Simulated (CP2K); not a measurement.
# Two attempts at C2H3O2 (SMILES CO[C]=O)

Wanted: energy and forces of C2H3O2, AM1.

The results are computed with CP2K 2026.2.

1 further run of the same task is left out (set aside as unsound or not needed).

### 1 Starting point

C2H3O2 has 7 atoms, charge 0, and is taken as a doublet. As SMILES, `CO[C]=O`. The shape is that of a PBE0-D4/def2-TZVP optimisation.

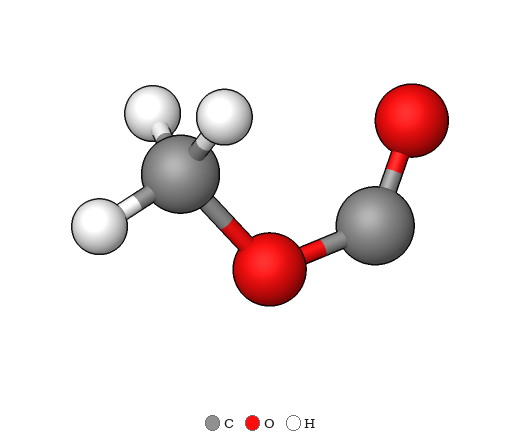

The structure, seen from a chosen angle (carbon grey, oxygen red, hydrogen white).

### 2 First attempt

qs.inp

```
&global
   project qs
   RUNTYPE ENERGY_FORCE
   print_level MEDIUM
&end global

&force_eval
   method QUICKSTEP
   &dft
      multiplicity 2
      spin_polarized T
      &qs
         method AM1
         eps_default 1.0E-10
         &se
            &coulomb
               cutoff [angstrom] 50
               rc_range [angstrom] 0
            &end coulomb
            &exchange
               cutoff [angstrom] 50
               rc_range [angstrom] 0
            &end exchange
         &end se
      &end qs
      &poisson
         periodic NONE
         poisson_solver ANALYTIC
      &end poisson
      &scf
         scf_guess ATOMIC
         eps_scf 1.0E-06
         max_scf 80
         added_mos 2
         &diagonalization
            algorithm STANDARD
         &end diagonalization
         &mixing
            method DIRECT_P_MIXING
            alpha 0.4
         &end mixing
      &end scf
      &print
         &moments
            periodic F
            reference COM
            max_moment 1
         &end moments
         &mo ON
            energies T
            occupation_numbers T
            ndigits 6
            &each
               qs_scf 0
            &end each
            add_last NUMERIC
         &end mo
         &hirshfeld OFF
         &end hirshfeld
      &end print
   &end dft
   &subsys
      &cell
         abc 17.9 19.3 17.7
         periodic NONE
      &end cell
      &coord
         C     -0.137400     0.706100    -0.167700
         O     -0.791500    -0.444000     0.420600
         C     -0.072000    -1.531900     0.481200
         O      1.037700    -1.750200     0.135800
         H      0.148900     0.480100    -1.194600
         H     -0.870400     1.507400    -0.136900
         H      0.745900     0.964400     0.416000
      &end coord
      &topology
         &center_coordinates
         &end center_coordinates
      &end topology
   &end subsys
   &print
      &forces ON
      &end forces
   &end print
&end force_eval
```

Started as:

```
OMP_NUM_THREADS=1 cp2k.psmp -i qs.inp -o qs.out
```

The program printed:

```text
Possible matches for unknown keyword

 RUNTYPE

   keyword RUN_TYPE in section %__ROOT__%GLOBAL score:  109
   enum RTP in section %__ROOT__%GLOBAL for keyword RUN_TYPE score:  106
   enum AUTO in section %__ROOT__%GLOBAL for keyword ELPA_KERNEL score:  105
   enum NONE in section %__ROOT__%GLOBAL for keyword RUN_TYPE score:  105
   enum PINT in section %__ROOT__%GLOBAL for keyword RUN_TYPE score:  105

 *******************************************************************************
 *   ___                                                                       *
 *  /   \                                                                      *
 * [ABORT]                                                                     *
 *  \___/           found an unknown keyword RUNTYPE in section GLOBAL         *
 *    |                                                                        *
 *  O/|                                                                        *
 * /| |                                                                        *
 * / \                                               input/input_parsing.F:253 *
 *******************************************************************************

 ===== Routine Calling Stack =====

            3 section_vals_parse
            2 section_vals_parse
            1 read_input

Program received signal SIGABRT: Process abort signal.

Backtrace for this error:
#0  0x4c2a6903f957 in ???
#1  0x4c2a898f4cac in __pthread_kill_implementation
#2  0x4c2a8989bfb7 in raise
#3  0x4c2a89885d37 in abort
#4  0x4c2a69712d83 in ???
#5  0x4c2a69714297 in ???
#6  0x4c2a698842b7 in ???
#7  0x4c2a698838f7 in ???
#8  0x4c2a69159807 in ???
#9  0x4c2a699c4e8b in ???
#10  0x4c2a699c9d0b in ???
#11  0x4c2a690e0db3 in ???
#12  0x4c2a690def13 in ???
#13  0x4c2a89886573 in __libc_start_call_main
#14  0x4c2a89886657 in __libc_start_main_impl
#15  0x4c2a690df06f in ???
#16  0xffffffffffffffff in ???
```

It took 0.46 s on 1 thread of Arm Neoverse N1, shared host; peak memory 0.13 GiB.

### 3 What went wrong

The input was rejected.

The log says `Possible matches for unknown keyword`. The fault: the input text is malformed or holds a word that the program doesn't know.

### 4 Second attempt

qs.inp

```
&FORCE_EVAL
   METHOD QS
   &DFT
      MULTIPLICITY 2
      LSD T
      &QS
         METHOD AM1
         EPS_DEFAULT 1.0E-10
         &SE
            &COULOMB
               CUTOFF [angstrom] 50
               RC_RANGE [angstrom] 0
            &END COULOMB
            &EXCHANGE
               CUTOFF [angstrom] 50
               RC_RANGE [angstrom] 0
            &END EXCHANGE
         &END SE
      &END QS
      &POISSON
         PERIODIC NONE
         POISSON_SOLVER ANALYTIC
      &END POISSON
      &SCF
         SCF_GUESS ATOMIC
         EPS_SCF 1.0E-06
         MAX_SCF 80
         ADDED_MOS 2
         &DIAGONALIZATION
            ALGORITHM STANDARD
         &END DIAGONALIZATION
         &MIXING
            METHOD DIRECT_P_MIXING
            ALPHA 0.4
         &END MIXING
      &END SCF
      &PRINT
         &MOMENTS
            PERIODIC F
            REFERENCE COM
            MAX_MOMENT 1
         &END MOMENTS
         &MO ON
            ENERGIES T
            OCCUPATION_NUMBERS T
            NDIGITS 6
            &EACH
               QS_SCF 0
            &END EACH
            ADD_LAST NUMERIC
         &END MO
         &HIRSHFELD OFF
         &END HIRSHFELD
      &END PRINT
   &END DFT
   &SUBSYS
      &CELL
         ABC 17.9 19.3 17.7
         PERIODIC NONE
      &END CELL
      &COORD
         C     -0.137400     0.706100    -0.167700
         O     -0.791500    -0.444000     0.420600
         C     -0.072000    -1.531900     0.481200
         O      1.037700    -1.750200     0.135800
         H      0.148900     0.480100    -1.194600
         H     -0.870400     1.507400    -0.136900
         H      0.745900     0.964400     0.416000
      &END COORD
      &TOPOLOGY
         &CENTER_COORDINATES
         &END CENTER_COORDINATES
      &END TOPOLOGY
   &END SUBSYS
   &PRINT
      &FORCES ON
      &END FORCES
   &END PRINT
&END FORCE_EVAL

&GLOBAL
   PROJECT_NAME qs
   RUN_TYPE ENERGY_FORCE
   PRINT_LEVEL MEDIUM
&END GLOBAL
```

Started as:

```
OMP_NUM_THREADS=1 cp2k.psmp -i qs.inp > qs.out 2>&1
```

The program printed:

```text
CP2K| version string:                                       CP2K version 2026.2
[...]
 GLOBAL| Method name                                                        CP2K
[...]
 GLOBAL| Run type                                                   ENERGY_FORCE
[...]
                             - Atoms:                                          7
[...]
                             - Spherical basis functions:                     19
[...]
 Number of electrons:                                                         12
[...]
     1 P_Mix/Diag. 0.40E+00    0.0     0.38894000       -28.4386957483 -2.84E+01
[...]
    18 DIIS/Diag.  0.29E-06    0.0     0.00000076       -34.4274662437 -3.04E-12
  *** SCF run converged in    18 steps ***
  Core-core repulsion energy [eV]:                           1460.02279582652272
  Core Hamiltonian energy [eV]:                             -1518.43759211519887
  Two-electron integral energy [eV]:                        -1756.80840575309912
  Electronic energy [eV]:                                   -2396.84179499174888
  Total energy [eV]:                                         -936.81899916522582
  Atomic reference energy [eV]:                               934.78440547242485
  Heat of formation [kcal/mol]:                               -46.91884888868735
[...]
 SE_DIPOLE| Moment [Debye]          0.20450977      -2.16077253       0.57421285
 SE_DIPOLE| Derivative [a.u.]       0.00000000       0.00000000       0.00000000
 ENERGY| Total FORCE_EVAL ( QS ) energy [hartree]            -34.427466243674573
 FORCES| Atomic forces [hartree/bohr]
 FORCES|   Atom     x               y               z               |f|
 FORCES|      1 -2.01896681E-03 -9.07833274E-03  3.50411916E-03   9.93837026E-03
 FORCES|      2 -2.34631992E-02  1.70981790E-02  3.54689474E-03   2.92480753E-02
 FORCES|      3 -2.18218707E-02  4.32965748E-03  6.78258991E-03   2.32581921E-02
 FORCES|      4  4.51905710E-02 -2.36912263E-02 -9.61601501E-03   5.19223426E-02
 FORCES|      5  4.24635611E-03 -5.34972101E-03 -1.87379915E-02   1.99440061E-02
 FORCES|      6 -1.76995071E-02  1.28517093E-02  2.69303099E-03   2.20384073E-02
 FORCES|      7  1.55666167E-02  3.83973428E-03  1.18273717E-02   1.99235999E-02
 FORCES| Sum    -2.22044605E-16 -1.11022302E-16  2.77555756E-16
 FORCES| Total atomic force                                       3.72380123E-16
[...]
```

It took 0.44 s on 1 thread of Arm Neoverse N1, shared host; peak memory 0.14 GiB.

### 5 What came out

At AM1:

```
                                 quantity           value
                             total energy    -34.42747 Eh
                            dipole moment          2.25 D
       HOMO energy (highest over α and β)       -10.49 eV
        LUMO energy (lowest over α and β)        -0.79 eV
heat of formation at this unrelaxed shape  -46.9 kcal/mol
                 largest force on an atom      2.670 eV/Å
```

What this shows: The largest force is 2.67 eV/Å: the shape isn't a stationary point for this species at this level.
